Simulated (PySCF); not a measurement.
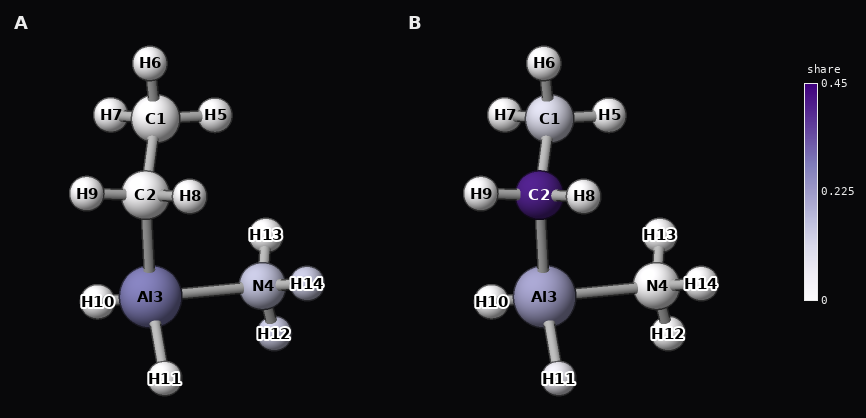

Each panel colours the atoms by their Löwdin share in one orbital (up to four of the largest shares; other atoms are shown as zero). Computed geometry: PBE0-D3(BJ)/def2-SVP optimisation. No frequency run is at hand to confirm it as a minimum. Method: BHandHLYP/def2-SVPD (PySCF 2.14.0).

> The panels show the HOMO, LUMO, in some order. Which is which?

A: LUMO, 0.07 eV; Al3 0.27, N4 0.15, H14 0.14, H12 0.14
B: HOMO, −7.88 eV; C2 0.40, Al3 0.21, C1 0.10, H11 0.06
